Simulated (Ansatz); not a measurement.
**Run report: CH7BFN, geometry relaxation (part 2 of 2)**

The same run, continued: CH7BFN; RHF/def2-SVP (Ansatz 0.2.0). The input holds or restrains some coordinates. Forces given for the steps count only the free coordinates. It belongs to a series of runs on one base structure; here: pulled along the bonds that form and break, towards end B.

Geometry of the input (Å):
```
B  0.0000  0.0000  0.0000
H  0.0000  0.0000  1.5400
F  1.1431  0.0000  -0.6600
H  -1.0305  0.0000  -0.5950
N  0.0829  1.7537  0.5833
H  0.4765  1.9752  1.5423
C  -0.3970  2.8399  -0.2830
H  -0.6674  2.4284  -1.2779
H  -1.2899  3.3132  0.1762
H  0.4035  3.5996  -0.4026
H  0.0424  0.8968  1.5631
```

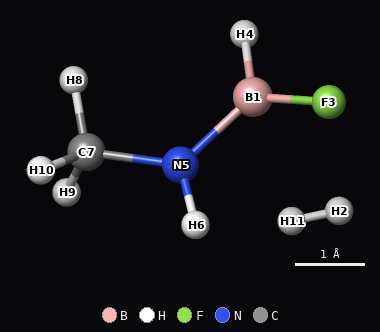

Fig. 1: The geometry at step 9 of the log (ball-and-stick view, seen at a tilt; atoms are numbered from 1 in the order of the input).

Trajectory as extended XYZ, continued
```
11
Properties=species:S:1:pos:R:3:forces:R:3 step=3 energy=-5994.52802
B     0.0184    0.3038   -0.2167    0.7902   6.2285   0.6757
H     0.0025   -0.0568    1.8613    0.1047  -4.0802   0.9041
F     1.1756   -0.0572   -0.6815    0.0006  -1.7146   0.0720
H    -1.0506   -0.0351   -0.5983    0.0302  -0.9405   0.1588
N     0.1316    1.8094    0.3905    1.4276  -4.4300   3.9734
H     0.4547    1.9846    1.4337   -0.8836  -0.0490  -4.1748
C    -0.4006    2.8692   -0.3000   -0.4297   1.1579  -1.0301
H    -0.6689    2.4429   -1.2754   -0.2139   0.8744  -0.1725
H    -1.2892    3.3179    0.1676   -0.0049   0.1878  -0.2600
H     0.3923    3.6108   -0.4148   -0.4515   0.6536  -0.5309
H    -0.0022    0.6173    1.8201   -0.3696   2.1121   0.3843
11
Properties=species:S:1:pos:R:3:forces:R:3 step=4 energy=-5995.83619
B     0.0357    0.4536   -0.2899    0.7819   2.6911   1.0638
H     0.0004   -0.1553    1.9650    0.1602  -3.4586   0.3370
F     1.1756   -0.0926   -0.6689   -0.5582  -0.7033   0.1501
H    -1.0382   -0.0415   -0.5871    0.6452   0.1151  -0.0173
N     0.1781    1.8250    0.3606   -0.3213  -3.9256  -0.9775
H     0.4287    1.9722    1.2939    0.6165   0.2110   0.6571
C    -0.4009    2.8864   -0.3139   -0.4117   1.0859  -0.8801
H    -0.6785    2.4739   -1.2882   -0.2488   0.8362  -0.2483
H    -1.2904    3.3246    0.1613    0.0518   0.0489  -0.1234
H     0.3766    3.6391   -0.4348   -0.4195   0.6764  -0.5088
H    -0.0236    0.5215    1.9885   -0.2961   2.4230   0.5475
11
Properties=species:S:1:pos:R:3:forces:R:3 step=5 energy=-5996.14646
B     0.0706    0.4917   -0.2876   -0.0629   1.9991   0.6718
H     0.0153   -0.2966    2.0321    0.2374  -1.4832   0.1449
F     1.1169   -0.1814   -0.6154    1.5139  -1.1848   0.0911
H    -0.9414    0.0173   -0.6114   -1.0544  -0.2025  -0.3837
N     0.2048    1.8156    0.2967    1.1763  -0.0408   3.8956
H     0.5616    2.0068    1.3558   -1.0989  -0.7397  -4.6963
C    -0.4187    2.9131   -0.3669   -0.2487   0.6545  -0.1171
H    -0.7506    2.5849   -1.3567   -0.0349   0.1303   0.0781
H    -1.2929    3.3352    0.1489    0.0943  -0.0815  -0.0017
H     0.3046    3.7200   -0.5269   -0.1826   0.0636  -0.0704
H    -0.1066    0.4003    2.1178   -0.3394   0.8850   0.3877
11
Properties=species:S:1:pos:R:3:forces:R:3 step=6 energy=-5996.59530
B     0.0709    0.4727   -0.2099    2.1576   1.4620  -0.3123
H     0.0010   -0.3778    2.0422    0.1664  -1.0688   0.2010
F     1.1854   -0.2918   -0.4740   -1.7037   1.0020   1.0427
H    -0.9560    0.0502   -0.6414   -0.1248  -0.0223  -0.0616
N     0.2019    1.8536    0.3335   -1.3126  -2.5586  -2.8747
H     0.6180    2.0494    1.1802    1.2797   0.4890   1.4585
C    -0.4307    2.9502   -0.3573   -0.3032   0.2458  -0.1129
H    -0.7811    2.6274   -1.3430    0.0370  -0.0546   0.1866
H    -1.3009    3.3639    0.1648    0.0563  -0.0074   0.0764
H     0.2662    3.7739   -0.5506   -0.0012  -0.1220   0.1294
H    -0.1111    0.3351    2.0419   -0.2515   0.6350   0.2668
11
Properties=species:S:1:pos:R:3:forces:R:3 step=7 energy=-5996.82288
B     0.0854    0.4821   -0.2513    1.3156   1.5541   1.2134
H     0.0092   -0.3788    1.9881    0.2291  -1.3660   0.2983
F     1.1579   -0.3318   -0.2854   -0.8349   0.6489   0.2390
H    -0.9398    0.0339   -0.6586   -0.0735   0.1802  -0.4792
N     0.1927    1.8544    0.3080   -0.3113  -2.0719  -1.2842
H     0.7042    2.0627    1.1460    0.2752  -0.0620  -0.5275
C    -0.4509    2.9623   -0.3506   -0.2120   0.2335  -0.0721
H    -0.8217    2.6444   -1.3285   -0.0267   0.0107   0.1318
H    -1.3027    3.3769    0.1992    0.0490  -0.0176   0.0716
H     0.2523    3.7783   -0.5468   -0.0312  -0.0521   0.0712
H    -0.1230    0.3224    1.9663   -0.3793   0.9420   0.3376
11
Properties=species:S:1:pos:R:3:forces:R:3 step=8 energy=-5997.01161
B     0.1065    0.4686   -0.2423    0.9394   1.8261   0.7833
H    -0.0239   -0.3583    2.0021    0.2528  -1.3748   0.4306
F     1.1571   -0.3611   -0.1436   -0.6939   0.4858   0.0826
H    -0.8861    0.0617   -0.7855    0.2097   0.1955  -0.1522
N     0.1985    1.8424    0.2859    0.6894  -1.7492  -0.1983
H     0.8667    2.0800    1.0402   -0.8122  -0.4240  -1.4323
C    -0.4811    2.9577   -0.3304   -0.1006   0.1279  -0.0327
H    -0.9030    2.6440   -1.2878   -0.0546   0.0395   0.1300
H    -1.2956    3.3752    0.2735    0.0984  -0.0789   0.0330
H     0.2208    3.7670   -0.5528   -0.0587  -0.0266   0.0355
H    -0.1965    0.3296    1.9273   -0.4697   0.9787   0.3205
11
Properties=species:S:1:pos:R:3:forces:R:3 step=9 energy=-5997.17204
B     0.1734    0.4399   -0.2707    0.8485   2.1124   0.4662
H    -0.1672   -0.2389    2.0067    0.1784  -1.4546   0.5328
F     1.1826   -0.4167   -0.0749   -0.5417   0.4100   0.0830
H    -0.7886    0.0614   -0.8842    0.1478   0.1325   0.0052
N     0.2966    1.8242    0.2042    0.3145  -1.9202  -0.5747
H     1.0103    2.0521    0.9038   -0.6963  -0.2207  -0.9844
C    -0.5003    2.9305   -0.2883    0.0785   0.0455   0.1421
H    -1.0130    2.6456   -1.2109    0.0297  -0.0275   0.1890
H    -1.2591    3.2806    0.4279    0.1844  -0.1157  -0.1041
H     0.1462    3.7777   -0.5355   -0.1087  -0.0025   0.0205
H    -0.3174    0.4502    1.9084   -0.4352   1.0409   0.2244
11
Properties=species:S:1:pos:R:3:forces:R:3 step=10 energy=-5997.28096
B     0.2324    0.4348   -0.2957    0.5945   2.1205   0.8179
H    -0.3520   -0.2129    1.9681   -0.1380  -0.4985   0.4197
F     1.1742   -0.4436    0.0614   -0.3302   0.4112  -0.3184
H    -0.7101    0.0623   -0.9387    0.1635   0.0727  -0.0510
N     0.3661    1.8268    0.1373   -0.2204  -1.9243  -1.1075
H     1.1216    2.0600    0.7643   -0.2976  -0.0244  -0.3319
C    -0.5129    2.9198   -0.2571    0.1278  -0.1507   0.2150
H    -1.1051    2.6294   -1.1328    0.1286   0.0115   0.2552
H    -1.2157    3.2224    0.5438    0.3467  -0.1512  -0.3113
H     0.0813    3.7941   -0.5420   -0.1543  -0.0381   0.0448
H    -0.3162    0.5136    1.8777   -0.2205   0.1714   0.3674
11
Properties=species:S:1:pos:R:3:forces:R:3 step=11 energy=-5997.26323
B     0.2948    0.4183   -0.2981   -0.1096   2.6982   0.2871
H    -0.4708   -0.1266    1.9152   -0.1454  -1.6312   0.5716
F     1.2510   -0.4294    0.0386   -0.0489   0.0752  -0.0371
H    -0.6487    0.0724   -0.9567    0.1920  -0.1681   0.0373
N     0.3787    1.8155    0.1181    1.1052  -2.3454  -0.7365
H     1.1514    2.0996    0.6824    0.2467  -0.2230   0.1329
C    -0.4923    2.8871   -0.2092   -0.6035   0.0436  -0.4641
H    -1.1733    2.5277   -0.9748   -0.2802   0.2604  -0.1076
H    -1.0807    3.2019    0.6503   -0.1754   0.1985   0.1199
H     0.0318    3.7634   -0.6058    0.0223  -0.1397   0.0352
H    -0.4783    0.5768    1.8264   -0.2034   1.2314   0.1613
11
Properties=species:S:1:pos:R:3:forces:R:3 step=12 energy=-5997.30467
B     0.3198    0.4289   -0.2826    0.4680   2.7295   0.1946
H    -0.6567   -0.0753    1.8622   -0.4107  -1.5002   0.6027
F     1.3020   -0.3758    0.0559    0.1988  -0.5689  -0.0079
H    -0.6249    0.0383   -0.9184    0.1859   0.0196   0.1755
N     0.4815    1.8296    0.0865   -0.6775  -1.9786  -1.1131
H     1.2842    2.0991    0.6170    0.0384   0.0101   0.0224
C    -0.5001    2.8543   -0.1751    0.2749   0.1115  -0.0106
H    -1.2466    2.4756   -0.8699   -0.0478  -0.0065   0.0074
H    -1.0171    3.1893    0.7278   -0.0375  -0.0387   0.0692
H    -0.0426    3.7333   -0.6322   -0.0100   0.0468  -0.0445
H    -0.5360    0.6095    1.7151    0.0175   1.1754   0.1044
11
Properties=species:S:1:pos:R:3:forces:R:3 step=13 energy=-5997.30377
B     0.3415    0.4230   -0.2817    0.3376   2.4316   0.2340
H    -0.6825   -0.0781    1.8328   -0.4439  -1.5686   0.5478
F     1.3306   -0.4004    0.0340   -0.0736   0.0838   0.0021
H    -0.5991    0.0016   -0.9021    0.1275   0.1211   0.1102
N     0.4600    1.8325    0.0964    0.1244  -2.3981  -1.0130
H     1.2740    2.1040    0.6122   -0.0221   0.0281  -0.0049
C    -0.4970    2.8685   -0.1719   -0.2172   0.0819  -0.0329
H    -1.2701    2.4915   -0.8413    0.0238  -0.0065  -0.0027
H    -1.0021    3.2183    0.7356    0.0648   0.0186  -0.0109
H    -0.0403    3.7338   -0.6578    0.0231  -0.0027   0.0207
H    -0.5514    0.6119    1.7302    0.0554   1.2108   0.1497
11
Properties=species:S:1:pos:R:3:forces:R:3 step=14 energy=-5997.31055
B     0.3478    0.4317   -0.2806    0.4018   2.6337   0.4965
H    -0.6815   -0.1264    1.8179   -0.4036  -1.5829   0.5166
F     1.3379   -0.3867    0.0309    0.0321  -0.0271   0.0073
H    -0.5809    0.0284   -0.9055   -0.1136  -0.0499  -0.0845
N     0.4444    1.8321    0.1306    0.0292  -2.2154  -1.1059
H     1.2624    2.1148    0.6324    0.0094   0.0178   0.0308
C    -0.5020    2.8746   -0.1717    0.0560   0.0223  -0.1041
H    -1.3022    2.4765   -0.7947   -0.0257  -0.0185   0.0652
H    -0.9536    3.3035    0.7282   -0.0020  -0.0384  -0.0064
H    -0.0369    3.6885   -0.7322    0.0012   0.0571   0.0132
H    -0.5718    0.5697    1.7310    0.0152   1.2013   0.1711
```

Results in brief

- outcome: converged under the restraints of the input
- total energy: −5997.3105 eV
- mean-field energy: −5997.3105 eV
- largest force (length of the vector) at the end, held atoms and coordinates included: 2.710 eV/Å
- hardware: 1 thread of Intel Xeon @ 2.60GHz (Ice Lake), 24 GiB of memory available, shared host
- wall time: 26 s
- peak memory: 0.18 GiB
